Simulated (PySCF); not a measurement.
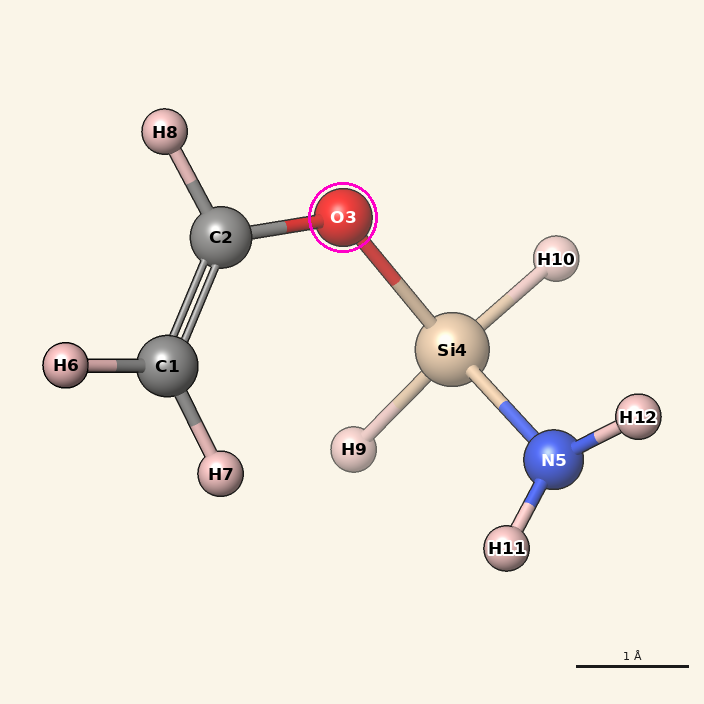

Orthographic view. Atoms fade into the background with distance from the viewer. Computed geometry: PBE0-D3(BJ)/def2-SVP optimisation. No frequency run is at hand to confirm it as a minimum.

Which atoms are bonded to the circled atom?

The circled atom is O3; it is bonded to C2, Si4.

Of Si4 and N5, which is nearer the viewer?

N5; the bond to Si4 points away from the viewer, so it looks shorter than its 1.71 Å.

What is the shortest path along bonds from the circled atom to H7?

O3–C2–C1–H7, 3 bonds; through space the two are 2.75 Å apart.

Which two atoms are farthest apart in space?

H6 and H10, 5.62 Å.
